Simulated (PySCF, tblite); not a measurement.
**CH3O3S radical: geometry, infrared bands and EPR parameters**

Aim: predict the infrared bands and EPR parameters of CH3O3S radical (`[CH2]S(=O)(=O)O`).

The runs use tblite 0.8.0 and PySCF 2.14.0, with density-fitted response routines of our own; the level of theory stands in each step. All values are computed, except where a source is named. Atoms count from 0, in the outputs and in this text.

**1. Starting geometry**

8 atoms, charge 0, multiplicity 2; geometry from: force field or distance geometry start.

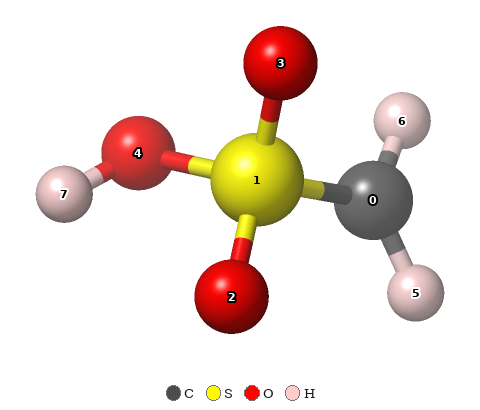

The starting geometry (carbon dark grey, sulfur yellow, oxygen red, hydrogen pink), atoms numbered.

**2. Relaxing the molecule with GFN2-xTB**

What the job is given:

```
{"job": {"kind": "relax", "xc": "GFN2-xTB", "basis": "xTB"}, "charge": 0, "multiplicity": 2}
C      1.198400    -0.230800    -0.331000
S     -0.446700    -0.322900     0.146900
O     -1.272700    -0.628500    -0.976600
O     -0.544400    -1.049400     1.389100
O     -0.700600     1.224800     0.496300
H      1.439500    -0.436000    -1.359000
H      1.940000     0.003600     0.406200
H     -1.604300     1.448600     0.203500
```

Run with:

```sh
$ OMP_NUM_THREADS=1 python probes_run.py task.json out
```

One launch serves the whole session: the jobs run in the order shown.

Output:

```text
step      E/eV     max force
  0    -517.21225    1.036
  1    -517.23217    0.778
  2    -517.23975    0.295
  3    -517.24609    0.266
  4    -517.25147    0.229
  5    -517.25276    0.105
  6    -517.25399    0.139
  7    -517.25586    0.240
  8    -517.25773    0.241
  9    -517.25879    0.124
 10    -517.25942    0.083
 11    -517.26019    0.141
 12    -517.26145    0.243
 13    -517.26306    0.277
 14    -517.26449    0.185
 15    -517.26536    0.102
 16    -517.26593    0.103
 17    -517.26662    0.124
 18    -517.26731    0.121
 19    -517.26790    0.071
 20    -517.26847    0.077
 21    -517.26913    0.127
 22    -517.26981    0.129
 23    -517.27034    0.078
 24    -517.27063    0.064
 25    -517.27079    0.063
 26    -517.27097    0.074
 27    -517.27123    0.061
 28    -517.27164    0.049
 29    -517.27200    0.084
 30    -517.27244    0.091
 31    -517.27280    0.062
 32    -517.27313    0.054
 33    -517.27347    0.076
 34    -517.27384    0.114
 35    -517.27430    0.094
 36    -517.27478    0.048
 37    -517.27514    0.054
 38    -517.27540    0.068
 39    -517.27567    0.057
 40    -517.27581    0.043
 41    -517.27586    0.099
 42    -517.27602    0.045
 43    -517.27624    0.039
 44    -517.27653    0.063
 45    -517.27672    0.042
 46    -517.27681    0.029
 47    -517.27685    0.027
 48    -517.27690    0.028
 49    -517.27694    0.028
 50    -517.27697    0.017
 51    -517.27698    0.009
```

It took 0.13 s on 1 thread of Arm Neoverse V2, shared host.

Along the way: (not every step is listed)

| step | energy from step 0 (eV) | largest force (eV/Å) |
| --- | --- | --- |
| 0 | 0.0000 | 1.0363 |
| 1 | -0.0199 | 0.7780 |
| 2 | -0.0275 | 0.2951 |
| 3 | -0.0338 | 0.2663 |
| 4 | -0.0392 | 0.2286 |
| 5 | -0.0405 | 0.1054 |
| 6 | -0.0417 | 0.1394 |
| 7 | -0.0436 | 0.2397 |
| 8 | -0.0455 | 0.2413 |
| 11 | -0.0479 | 0.1408 |
| 14 | -0.0522 | 0.1853 |
| 17 | -0.0544 | 0.1237 |
| 20 | -0.0562 | 0.0775 |
| 23 | -0.0581 | 0.0783 |
| 26 | -0.0587 | 0.0740 |
| 29 | -0.0598 | 0.0836 |
| 32 | -0.0609 | 0.0540 |
| 35 | -0.0620 | 0.0937 |
| 38 | -0.0631 | 0.0683 |
| 41 | -0.0636 | 0.0989 |
| 44 | -0.0643 | 0.0628 |
| 46 | -0.0646 | 0.0292 |
| 47 | -0.0646 | 0.0269 |
| 48 | -0.0646 | 0.0280 |
| 49 | -0.0647 | 0.0278 |
| 50 | -0.0647 | 0.0170 |
| 51 | -0.0647 | 0.0086 |

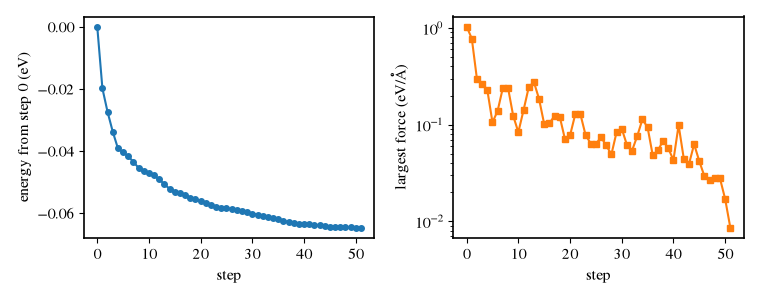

Energy and force, step by step.

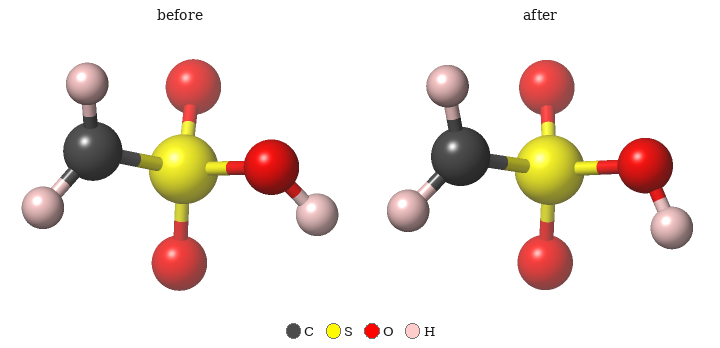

Before and after, at one scale.

Close pairs (by a distance rule), those that changed most:

| bond | before (Å) | after (Å) | change (Å) |
| --- | --- | --- | --- |
| C0–S1 | 1.716 | 1.743 | +0.027 |
| O4–H7 | 0.976 | 0.958 | -0.018 |
| S1–O3 | 1.442 | 1.428 | -0.014 |
| S1–O4 | 1.607 | 1.613 | +0.006 |
| C0–H5 | 1.076 | 1.070 | -0.005 |
| S1–O2 | 1.428 | 1.430 | +0.003 |
| C0–H6 | 1.072 | 1.070 | -0.002 |

The next job starts from the end point, and lists it.

**3. Harmonic vibrations with GFN2-xTB**

What the job is given:

```
{"job": {"kind": "ir", "xc": "GFN2-xTB", "basis": "xTB"}, "charge": 0, "multiplicity": 2}
C      1.182066    -0.132842    -0.348178
S     -0.465665    -0.313058     0.190168
O     -1.311454    -0.663543    -0.908741
O     -0.429887    -1.131837     1.359890
O     -0.863869     1.184545     0.637594
H      1.422760    -0.417056    -1.351490
H      1.936780    -0.073758     0.407826
H     -1.461674     1.556962    -0.011635
```

Output:

```text
mode    cm-1     km/mol
  1      68.0      3.75
  2     200.9     59.06
  3     224.2     52.53
  4     296.8      5.67
  5     378.8     18.81
  6     424.5     62.63
  7     481.8    166.24
  8     523.0    130.17
  9     704.8    153.12
 10     768.5     53.93
 11     777.1    183.16
 12     860.7    226.68
 13    1109.3    246.49
 14    1258.4     17.23
 15    1276.7    468.12
 16    3133.6      1.92
 17    3214.3      0.05
 18    3606.1     62.11
```

Run time: 0.1 s. Hardware: 1 thread of Arm Neoverse V2, shared host.

The strongest bands and the atoms that carry them (share of the mass-weighted mode):

| cm⁻¹ | km/mol | atoms |
| --- | --- | --- |
| 424 | 62.6 | O2 31 %, O3 25 %, O4 17 %, S1 13 % |
| 482 | 166.2 | O2 26 %, O3 25 %, S1 20 %, C0 18 % |
| 523 | 130.2 | C0 35 %, H5 23 %, H6 22 %, O4 12 % |
| 705 | 153.1 | O4 38 %, S1 20 %, C0 18 % |
| 777 | 183.2 | S1 38 %, C0 30 %, H5 20 % |
| 861 | 226.7 | H7 68 %, O4 21 % |
| 1109 | 246.5 | O3 41 %, O2 33 %, S1 24 % |
| 1277 | 468.1 | S1 44 %, O2 30 %, O3 23 % |

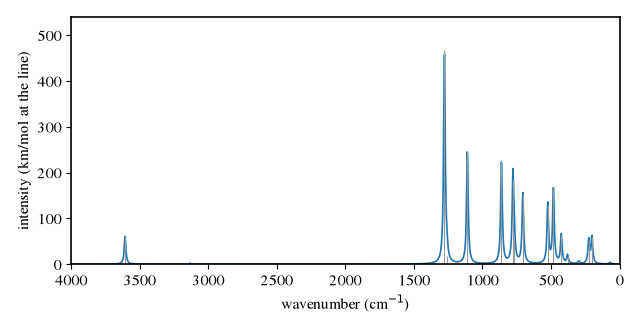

The infrared spectrum from these modes, unscaled. Lines are broadened to a width of 14 cm⁻¹ (Lorentzian).

**4. EPR parameters: B3LYP/pcH-1**

The job, as its differences from that of step 3:

```diff
@@ -1,2 +1,2 @@
-{"job": {"kind": "ir", "xc": "GFN2-xTB", "basis": "xTB"}, "charge": 0, "multiplicity": 2}
+{"job": {"kind": "epr", "basis": "pcH-1"}, "charge": 0, "multiplicity": 2}
 C      1.182066    -0.132842    -0.348178
```

Method: UKS B3LYP, pcH-1 on C H O S, non-relativistic, mean-field spin-orbit, GIAO.

Output:

```text
UKS, coarse grid
  cycle   1  E = -663.34200367  |g| = 9.58e-01
  cycle   2  E = -662.37809501  |g| = 1.86e+00
  cycle   3  E = -663.61677638  |g| = 2.71e-01
  cycle   4  E = -663.64341800  |g| = 1.13e-01
  cycle   5  E = -663.64687609  |g| = 4.72e-02
  cycle   6  E = -663.64776478  |g| = 1.20e-02
  cycle   7  E = -663.64780732  |g| = 6.49e-03
  cycle   8  E = -663.64782380  |g| = 1.50e-03
  cycle   9  E = -663.64782478  |g| = 6.40e-04
UKS, final grid
  cycle   1  E = -663.64788140  |g| = 8.38e-04
  cycle   2  E = -663.64788077  |g| = 1.58e-03
  cycle   3  E = -663.64788166  |g| = 2.11e-04
  cycle   4  E = -663.64788168  |g| = 4.17e-05
  cycle   5  E = -663.64788168  |g| = 3.62e-05
  cycle   6  E = -663.64788168  |g| = 1.05e-05
E = -663.64788168 Eh   <S^2> = 0.7540 (exact 0.7500)
g shifts (ppm)      1          2          3
  rmc          -161       -161       -161
  gc             35         18         32
  oz_so        -769        388        886
  total        -894        245        757
hyperfine (MHz)  atom isotope    a_iso     a_fc   dipolar eigenvalues
    0   13C     111.86     112.06    -80.59    -79.87    160.45
    1   33S     -17.65     -17.70     -1.89      0.25      1.64
    2   17O      -0.85      -0.82     -6.83      2.76      4.07
    3   17O      -6.66      -6.62    -24.80     12.21     12.59
    4   17O      -4.32      -4.35    -15.13      6.70      8.43
    5    1H     -62.79     -62.78    -38.15     -2.17     40.32
    6    1H     -57.29     -57.28    -37.71     -2.63     40.33
    7    1H      -2.42      -2.42     -4.79     -1.26      6.05
```

Run time: 18 s. Hardware: 1 thread of Arm Neoverse V2, shared host; peak memory 0.58 GiB.

Principal g values 2.00143, 2.00256, 2.00308; g(iso) = 2.00236, against 2.00232 for a free electron.

Hyperfine couplings; where a row names several nuclei, a(iso) is their mean (it holds for fast rotation or exchange) and the dipolar term the largest among them:

| nuclei | isotope | a(iso) (MHz) | a(iso) (G, at g = 2.0023) | largest dipolar term (MHz) |
| --- | --- | --- | --- | --- |
| C0 | 13C | 111.9 | 39.9 | 160.5 |
| H5, H6 | 1H | -60.0 | -21.4 | 40.3 |
| S1 | 33S | -17.6 | -6.3 | -1.9 |
| O4 | 17O | -4.3 | -1.5 | -15.1 |
| O2, O3 | 17O | -3.8 | -1.3 | -24.8 |
| H7 | 1H | -2.4 | -0.9 | 6.0 |

Mulliken spin populations:

| atom | value (e) |
| --- | --- |
| C0 | 1.02 |
| S1 | -0.03 |
| O2 | 0.01 |
| O3 | 0.06 |
| O4 | 0.03 |
| H5 | -0.04 |
| H6 | -0.04 |
| H7 | 0.00 |

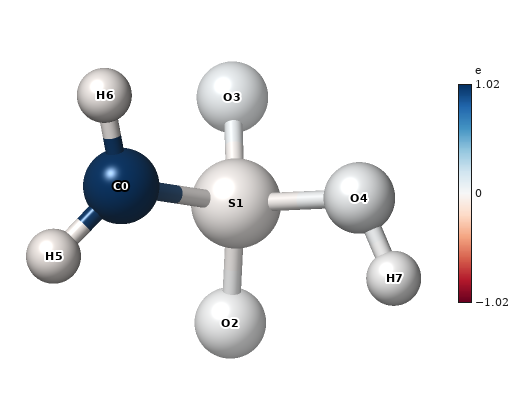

Mulliken spin populations, as colours on the atoms.

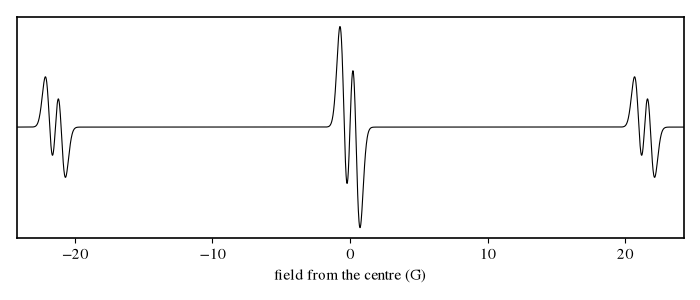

First-order isotropic spectrum (first derivative, main isotopes with spin only, couplings over 0.8 MHz, Gaussian width 0.3 G; couplings of the frozen geometry, rotation of groups not averaged beyond the rows shown).

The fields below are evaluated on a grid from the run's orbitals.

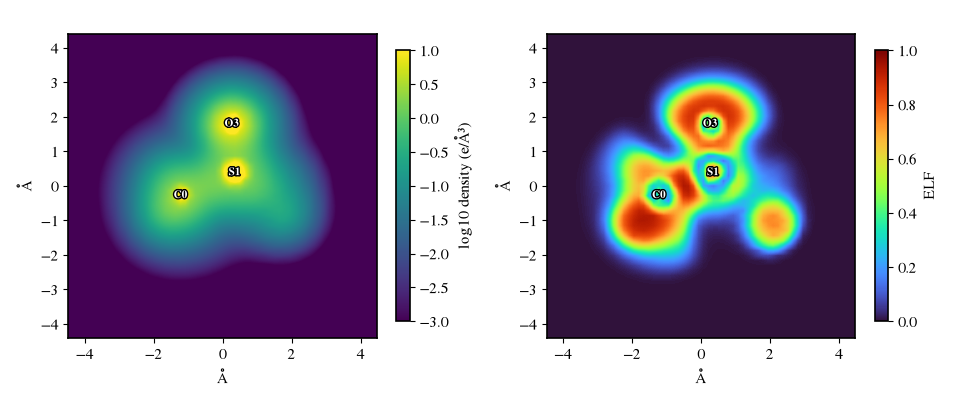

Density (left) and ELF (right) in a plane through or near 3 of the atoms.

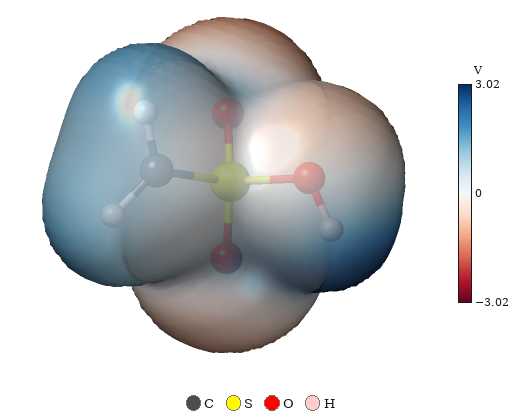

Electrostatic potential on the surface of density 0.002 e/bohr³; red is low, blue high. It runs from -1.48 V near O3 to 3.02 V near H7.

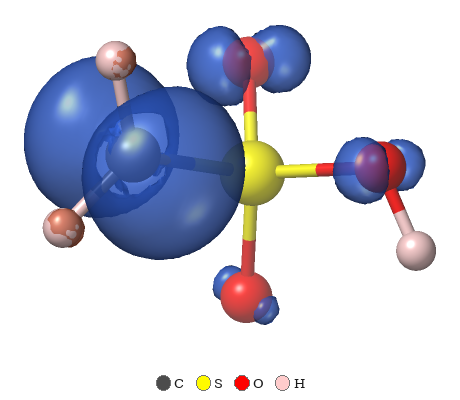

Spin density at ±0.04 e/Å³ (alpha excess blue, beta excess red).

**5. What came out**

| quantity | value |
| --- | --- |
| strongest single infrared mode (GFN2-xTB) | 1277 cm⁻¹, 468 km/mol |
| zero-point energy (GFN2-xTB) | 27.6 kcal/mol |
| g(iso) (B3LYP) | 2.00236 |
| ⟨S²⟩ | 0.754 (exact 0.75) |
| largest a(iso) (averaged by class) | 13C on C0, 111.9 MHz |
| surface potential, least and greatest | -1.48 V and 3.02 V |

Over 51 steps the energy fell by 0.065 eV; of the close pairs, C0–S1 changed most, 1.716 to 1.743 Å. No mode is imaginary among the 18: a minimum at this level. The strongest single mode, at 1277 cm⁻¹, is spread over several atoms, S1, O2, O3 among them. Unscaled tight-binding wavenumbers are off by several per cent, some by more. Its intensities can rank the bands wrongly. Most of the unpaired spin sits on C0 (1.02 e). The isotropic g lies 0.0 ppt above the free-electron value.
